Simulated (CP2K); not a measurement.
# GaH3 (SMILES [GaH3]) at 3 levels

Wanted: a comparison of 3 runs (PM6, GFN0-xTB, GFN1-xTB) of GaH3. 

The calculation is run with CP2K 2026.2.

3 further runs of the same task are left out: 1 that didn't finish, 2 set aside as unsound or not needed.

## Step 1: The system as given

GaH3: 4 atoms, total charge 0, spin state singlet. SMILES: `[GaH3]`. The shape is that of a PBE0-D4/def2-TZVP optimisation.

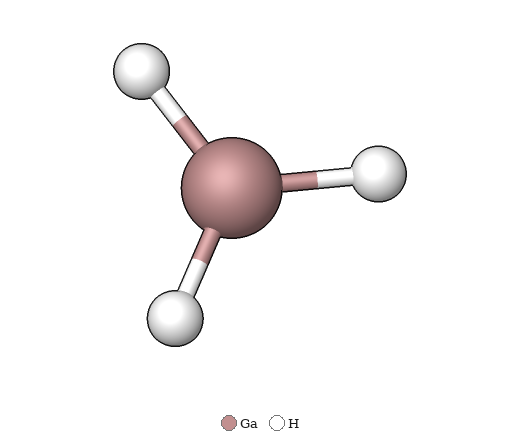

Viewed from a chosen angle; gallium pink, hydrogen white.

## Step 2: Energy and forces at PM6 (run 1)

calc.inp

```
&GLOBAL
    PROJECT calc
    RUN_TYPE ENERGY_FORCE
    PRINT_LEVEL MEDIUM
&END GLOBAL

&FORCE_EVAL
    METHOD QUICKSTEP
    &DFT
        &QS
            METHOD PM6
            EPS_DEFAULT 1.0E-10
            &SE
                &COULOMB
                    CUTOFF [angstrom] 50
                    RC_RANGE [angstrom] 0
                &END COULOMB
                &EXCHANGE
                    CUTOFF [angstrom] 50
                    RC_RANGE [angstrom] 0
                &END EXCHANGE
            &END SE
        &END QS
        &POISSON
            PERIODIC NONE
            POISSON_SOLVER ANALYTIC
        &END POISSON
        ! SCF settings
        &SCF
            SCF_GUESS ATOMIC
            EPS_SCF 1.0E-06
            MAX_SCF 100
            ADDED_MOS 2
            EPS_DIIS 0.5
            &DIAGONALIZATION
                ALGORITHM STANDARD
            &END DIAGONALIZATION
            &MIXING
                METHOD DIRECT_P_MIXING
                ALPHA 0.4
            &END MIXING
        &END SCF
        ! extra output
        &PRINT
            &MOMENTS
                PERIODIC F
                REFERENCE COM
                MAX_MOMENT 1
            &END MOMENTS
            &MO ON
                ENERGIES T
                OCCUPATION_NUMBERS T
                NDIGITS 6
                &EACH
                    QS_SCF 0
                &END EACH
                ADD_LAST NUMERIC
            &END MO
            &HIRSHFELD OFF
            &END HIRSHFELD
        &END PRINT
    &END DFT
    &SUBSYS
        &CELL
            ABC 11.9 12.6 11.8
            PERIODIC NONE
        &END CELL
        &COORD
            UNIT bohr
            Ga     0.0253223    -0.0281569    -0.0086927
            H      2.3666930     0.6496878     1.6775099
            H     -1.0433178    -2.7926373    -0.0183303
            H     -1.2441957     2.0573448    -1.6888482
        &END COORD
        &TOPOLOGY
            &CENTER_COORDINATES
            &END CENTER_COORDINATES
        &END TOPOLOGY
    &END SUBSYS
    ! extra output
    &PRINT
        &FORCES ON
        &END FORCES
    &END PRINT
&END FORCE_EVAL
```

Run with:

```sh
$ OMP_NUM_THREADS=1 cp2k.psmp -i calc.inp > calc.out 2>&1
```

Log:

```text
CP2K| version string:                                       CP2K version 2026.2
[...]
 GLOBAL| Method name                                                        CP2K
[...]
 GLOBAL| Run type                                                   ENERGY_FORCE
[...]
                             - Atoms:                                          4
[...]
                             - Spherical basis functions:                      7
[...]
 Number of electrons:                                                          6
[...]
     1 P_Mix/Diag. 0.40E+00    0.0     0.75905980        -2.0554033134 -2.06E+00
[...]
    11 DIIS/Diag.  0.79E-08    0.0     0.00000004        -3.6694264568 -8.53E-13
  *** SCF run converged in    11 steps ***
  Core-core repulsion energy [eV]:                             90.79089575312715
  Core Hamiltonian energy [eV]:                              -139.91668830327853
  Two-electron integral energy [eV]:                         -101.44875860063156
  Electronic energy [eV]:                                    -190.64106760359434
  Total energy [eV]:                                          -99.85017185046718
  Atomic reference energy [eV]:                               100.54157333277716
  Heat of formation [kcal/mol]:                                15.94409821710304
[...]
 SE_DIPOLE| Moment [Debye]         -0.00005399       0.00000781      -0.00001811
 SE_DIPOLE| Derivative [a.u.]       0.00000000       0.00000000       0.00000000
 ENERGY| Total FORCE_EVAL ( QS ) energy [hartree]             -3.669426456839656
 FORCES| Atomic forces [hartree/bohr]
 FORCES|   Atom     x               y               z               |f|
 FORCES|      1  1.04003029E-04 -3.98348185E-05 -9.52686560E-05   1.46559065E-04
 FORCES|      2 -2.15257298E-02 -6.21929415E-03 -1.54623146E-02   2.72235163E-02
 FORCES|      3  9.79196137E-03  2.53928302E-02  1.13081008E-04   2.72156411E-02
 FORCES|      4  1.16297654E-02 -1.91337013E-02  1.54445023E-02   2.72007834E-02
 FORCES| Sum     6.93889390E-17 -4.16333634E-17  3.46944695E-18
 FORCES| Total atomic force                                       8.09950546E-17
[...]
```

Wall time 1.7 s (1 thread of Intel Xeon Platinum 8259CL at 2.50GHz (Skylake/Cascade Lake), shared host); peak memory 0.19 GiB.

## Step 3: Energy and gradient at GFN0-xTB (run 2)

molecule.xyz

```xyz
4

Ga     0.013400    -0.014900    -0.004600
H      1.252400     0.343800     0.887700
H     -0.552100    -1.477800    -0.009700
H     -0.658400     1.088700    -0.893700
```

calc.inp

```
&global
  project_name calc
  run_type ENERGY_FORCE
  print_level MEDIUM
&end global
&force_eval
  method Quickstep
  &dft
    &qs
      method XTB
      eps_default 1.0E-10
      &xtb
        gfn_type 0
        check_atomic_charges F
      &end xtb
    &end qs
    &poisson
      periodic NONE
      poisson_solver ANALYTIC
    &end poisson
    &scf
      scf_guess MOPAC
      eps_scf 1.0E-06
      max_scf 91
      added_mos 4
      &diagonalization
        algorithm STANDARD
      &end diagonalization
      &mixing
        method DIRECT_P_MIXING
        alpha 0.4
      &end mixing
      &smear ON
        method FERMI_DIRAC
        electronic_temperature [K] 300
      &end smear
    &end scf
    &print
      &moments
        periodic F
        reference COM
        max_moment 1
      &end moments
      &mo ON
        energies T
        occupation_numbers T
        ndigits 6
        &each
          qs_scf 0
        &end each
        add_last NUMERIC
      &end mo
      &hirshfeld OFF
      &end hirshfeld
    &end print
  &end dft
  &subsys
    &cell
      abc 11.9 12.6 11.8
      periodic NONE
    &end cell
    &topology
      coord_file_name molecule.xyz
      coord_file_format XYZ
      &center_coordinates
      &end center_coordinates
    &end topology
  &end subsys
  &print
    &forces ON
    &end forces
  &end print
&end force_eval
```

Run with:

```sh
$ OMP_NUM_THREADS=1 cp2k.psmp -i calc.inp > calc.out 2>&1
```

Log:

```text
CP2K| version string:                                       CP2K version 2026.2
[...]
 GLOBAL| Method name                                                        CP2K
[...]
 GLOBAL| Run type                                                   ENERGY_FORCE
[...]
                             - Atoms:                                          4
[...]
                             - Spherical basis functions:                     15
[...]
 Number of electrons:                                                          6
[...]
  Fermi energy:                                                -0.24071670753208
[...]
 TB_DIPOLE| Moment [Debye]         -0.00296778       0.00103612       0.00308795
 TB_DIPOLE| Derivative [a.u.]       0.00000000       0.00000000       0.00000000
[...]
 ENERGY| Total FORCE_EVAL ( QS ) energy [hartree]             -2.972458055376832
 FORCES| Atomic forces [hartree/bohr]
 FORCES|   Atom     x               y               z               |f|
 FORCES|      1  2.77360608E-05 -1.12468550E-05 -2.07879557E-05   3.64406355E-05
 FORCES|      2 -3.72499165E-03 -1.07548733E-03 -2.67144142E-03   4.70837924E-03
 FORCES|      3  1.69100198E-03  4.39112897E-03  2.22143013E-05   4.70552811E-03
 FORCES|      4  2.00625361E-03 -3.30439478E-03  2.67001508E-03   4.69819741E-03
 FORCES| Sum    -2.60208521E-18 -7.37257477E-18 -4.77048956E-18
 FORCES| Total atomic force                                       9.15878141E-18
[...]
```

Wall time 1.4 s (1 thread of Intel Xeon Platinum 8259CL at 2.50GHz (Skylake/Cascade Lake), shared host); peak memory 0.19 GiB.

## Step 4: Energy and forces at GFN1-xTB (run 3)

molecule.xyz is that of step 3.

qs.inp

```
&FORCE_EVAL
   METHOD QS
   &DFT
      CHARGE 0
      MULTIPLICITY 1
      &QS
         METHOD XTB
         EPS_DEFAULT 1.0E-10
         &XTB
            GFN_TYPE 1
            CHECK_ATOMIC_CHARGES F
         &END XTB
      &END QS
      &POISSON
         PERIODIC NONE
         POISSON_SOLVER ANALYTIC
      &END POISSON
      &SCF
         SCF_GUESS ATOMIC
         EPS_SCF 1.0E-07
         MAX_SCF 100
         LEVEL_SHIFT 0.1
         &DIAGONALIZATION
            ALGORITHM STANDARD
         &END DIAGONALIZATION
         &MIXING
            METHOD DIRECT_P_MIXING
            ALPHA 0.4
         &END MIXING
      &END SCF
      &PRINT
         &MOMENTS
            PERIODIC F
            REFERENCE COM
            MAX_MOMENT 1
         &END MOMENTS
         &MO ON
            ENERGIES T
            OCCUPATION_NUMBERS T
            NDIGITS 6
            &EACH
               QS_SCF 0
            &END EACH
            ADD_LAST NUMERIC
         &END MO
         &HIRSHFELD OFF
         &END HIRSHFELD
      &END PRINT
   &END DFT
   &SUBSYS
      &CELL
         ABC [angstrom] 13.9 14.6 13.8
         PERIODIC NONE
      &END CELL
      &TOPOLOGY
         COORD_FILE_NAME molecule.xyz
         COORD_FILE_FORMAT XYZ
         &CENTER_COORDINATES
         &END CENTER_COORDINATES
      &END TOPOLOGY
   &END SUBSYS
   &PRINT
      &FORCES ON
      &END FORCES
   &END PRINT
&END FORCE_EVAL

&GLOBAL
   PROJECT qs
   RUN_TYPE ENERGY_FORCE
   PRINT_LEVEL MEDIUM
&END GLOBAL
```

Run with:

```sh
$ OMP_NUM_THREADS=1 cp2k.psmp qs.inp > qs.out
```

Log:

```text
CP2K| version string:                                       CP2K version 2026.2
[...]
 GLOBAL| Method name                                                        CP2K
[...]
 GLOBAL| Run type                                                   ENERGY_FORCE
[...]
                             - Atoms:                                          4
[...]
                             - Spherical basis functions:                     15
[...]
 Number of electrons:                                                          6
[...]
     1 P_Mix/Diag. 0.40E+00    0.0     0.25878948        -2.9231512511 -2.92E+00
[...]
    12 DIIS/Diag.  0.93E-07    0.0     0.00000003        -2.9308772290 -4.40E-14
  *** SCF run converged in    12 steps ***
[...]
 TB_DIPOLE| Moment [Debye]         -0.00107294       0.00035575       0.00103137
 TB_DIPOLE| Derivative [a.u.]       0.00000000       0.00000000       0.00000000
[...]
 ENERGY| Total FORCE_EVAL ( QS ) energy [hartree]             -2.930877229045292
 FORCES| Atomic forces [hartree/bohr]
 FORCES|   Atom     x               y               z               |f|
 FORCES|      1  5.61115521E-05 -2.19793525E-05 -4.52865828E-05   7.53821783E-05
 FORCES|      2 -4.60216718E-03 -1.32469930E-03 -3.28850173E-03   5.80939021E-03
 FORCES|      3  2.07919004E-03  5.41852795E-03  3.46642016E-05   5.80385027E-03
 FORCES|      4  2.46686558E-03 -4.07184930E-03  3.29912411E-03   5.79220187E-03
 FORCES| Sum     1.64798730E-17 -1.21430643E-17 -2.16840434E-18
 FORCES| Total atomic force                                       2.05849995E-17
[...]
```

It took 1.7 s on 1 thread of Intel Xeon Platinum 8259CL at 2.50GHz (Skylake/Cascade Lake), shared host; peak memory 0.19 GiB.

## Step 5: The series

```csv
run,level,iteration cap,starting guess,energy (Eh),dipole moment (D),HOMO energy (eV),LUMO energy (eV),wall time
1,PM6,100,atomic,-3.669426,0.00,-12.29,-0.85,1.7 s
2,GFN0-xTB,91,mopac,-2.972458,0.00,-13.14,-5.62,1.4 s
3,GFN1-xTB,100,atomic,-2.930877,0.00,-12.35,-5.29,1.7 s
```

## Step 6: What came out

```
                                        quantity         value
                             run 3: total energy   -2.93088 Eh
run 3: dipole moment (from atomic charges alone)        0.00 D
                              run 3: HOMO energy     -12.35 eV
                              run 3: LUMO energy      -5.29 eV
                            run 3: HOMO–LUMO gap       7.06 eV
                        run 3: dispersion energy  -1.07 kJ/mol
                 run 3: largest force on an atom    0.299 eV/Å
```

The HOMO–LUMO gap runs from 7.06 eV (GFN1-xTB) to 11.44 eV (PM6). Force-field and semi-empirical energies have zeros of their own, so their totals don't compare. All runs together took 4.9 s, the longest 1.7 s.
